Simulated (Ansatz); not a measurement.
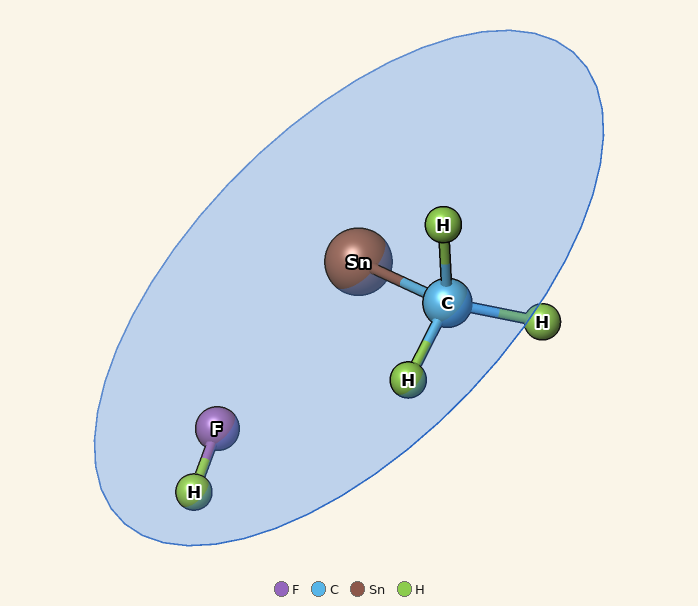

All proper rotation axes (lines) and mirror planes (discs) of the structure are drawn in. Atoms fade into the background with distance from the viewer. Charge +1, singlet. The geometry was computed by an optimisation with PBE0-D4/def2-TZVP. No frequency run is at hand to confirm it as a minimum.

### Name the symmetry elements and the point group.

It has 1 mirror plane. Point group Cs. The group has 2 operations. The geometry is achiral, and symmetry allows a dipole moment.
